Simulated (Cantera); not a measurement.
Feed: 1 mol SiH2Cl2, 0.0035 mol C3H8, a varied amount of H2, equilibrated at 1898.15 K and 4.80 mbar.

Method: chemical equilibrium by Gibbs-energy minimisation in Cantera with the NASA 1993 tables (ideal gas, pure condensed phases). Candidate condensed phases: C, C6H6, C7H8, C8H18, Si, SiC; 109 gas species. Mutual solubility and eutectic melting of coexisting phases are not modelled. The tables' values for SiCl, SiCl3 are old estimates; treat these amounts as uncertain. Gases not in the tables: Si2H6 and higher silanes. Kinetics and transport are ignored.

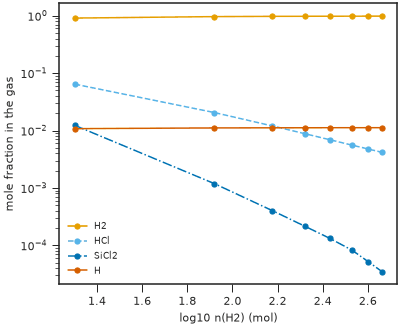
Figure. Equilibrium gas composition (values under 1e-9 drawn at 1e-9)

From 20 mol H2 to 210 mol H2 the condensed part is Si(l) + SiC(s). At 270 mol H2 the condensed part is Si(l). From 340 mol H2 to 460 mol H2 nothing is condensed. The main Si-bearing gas is SiCl2 at 20 mol H2 and Si at 460 mol H2.
